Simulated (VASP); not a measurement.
Band structure of CdS (zinc blende). These are PBEsol GGA, VASP's PBE PAW potentials (set 64) (plane waves; VASP) values and carry that method's errors.

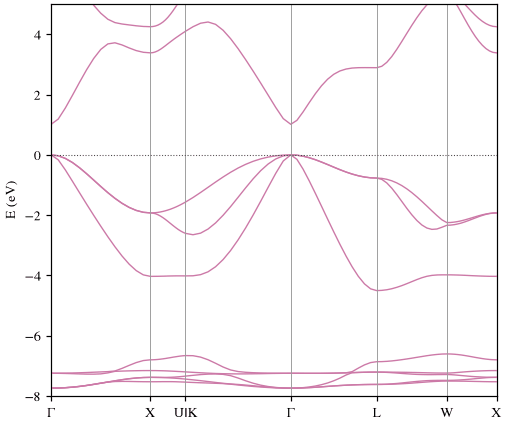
Bands along high-symmetry lines, zero at the valence-band maximum or, without a gap, the Fermi level

Task: Read the plot: is there a gap, and where are the band edges?

Result: The gap is direct, 1.01 eV, from the valence maximum at Γ to the conduction minimum at Γ. (Edges off the drawn lines would not show.)

Measured: gap 2.48 eV at 4 K (computed value off by -1.47 eV), as given by arXiv:1206.3780.

The compound is CdS in the zinc blende structure, a metastable form; wurtzite is the usual one. It was relaxed first.
